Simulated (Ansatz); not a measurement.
Computed with PBE (plane waves to 420 eV, PAW; Ansatz, an electronic-structure program).

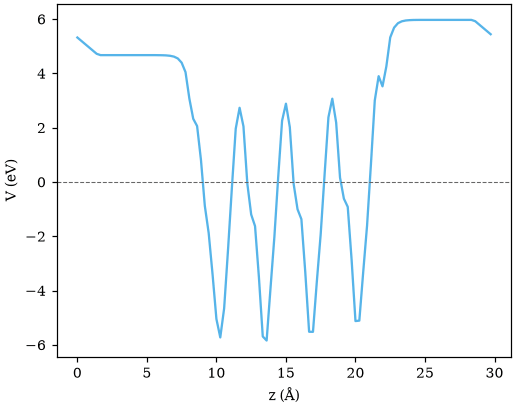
Figure. Plane-averaged electrostatic potential energy along the normal, in eV from the Fermi level, for the (111)A surface of zinc-blende GaAs, Ga-terminated, H on every top atom (bottom of the slab: 3 H on 4 bottom sites)

Slab: 39 atoms, 13.9 Å thick at the start with caps and adatoms (thin: gaps and levels are the slab's own); k 3x3x1, smearing 0.025 eV, dipole-corrected; 8 atoms held, the rest relaxed; symmetry of the start imposed; spin-polarised, no spin-orbit, no U. The slab shows no gap on its mesh. The starting moment vanished. It is one candidate, not shown to be the stable structure of the face.

Question: The surface cell has an area of 57.18 Å². What dipole along the normal does the step between the two vacuum levels imply?

Answer: the top vacuum level lies 1.30 eV above the bottom one; p = −ε₀ A ΔV (ε₀ = 0.005526 e/(V·Å)) gives -0.41 e·Å a cell.
